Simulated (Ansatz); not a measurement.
Cost and result by functional for the adsorption energy of H2O on the 1x1 (111) surface of fcc Al, one in a 2x2 cell, started at the site 'hollow Al-Al-Al over Al at depth 4.6 Å', in Ansatz (plane waves, PAW). Single points on the PBE structure, on one kind of machine; costs are rough ratios of the slab run's core time (references not counted) to the cheapest single point. r2SCAN's cost holds its higher cutoff (500 against 420 eV). Differences are taken against r2SCAN for comparison alone: no measured value is at hand, so the table doesn't rank accuracy.

Set-up: 19 atoms, 7.0 Å thick at the start under the adsorbate (thin: gaps and levels are the slab's own); mesh 6x6x1; 0.1 eV smearing; dipole correction on; 8 atoms held, the rest relaxed; no symmetry held; no spin, no spin-orbit, no U, no dispersion correction. At the end it is bonded to Al. In PBE it is, or lies within 0.03 eV of, the lowest of the starts that converged. These notes are the PBE run's. Adsorption energies are against H2O(g). A negative adsorption energy means that the adsorbate is more stable on the surface than in its reference.

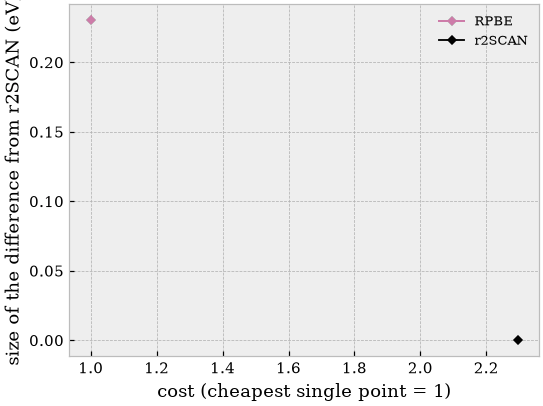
Difference from r2SCAN against cost

```
functional                     relative cost  adsorption energy (eV)  less r2SCAN (eV)
-----------------------------  -------------  ----------------------  ----------------
RPBE                                       1                   -0.05              0.23
r2SCAN                                     2                   -0.28              0.00
PBE (the relaxed run's value)              –                   -0.23              0.05
```

The values span 0.23 eV, while the single points' costs differ by a factor of roughly 2. Differences are of unrounded values.

Ansatz is a program for electronic structure.
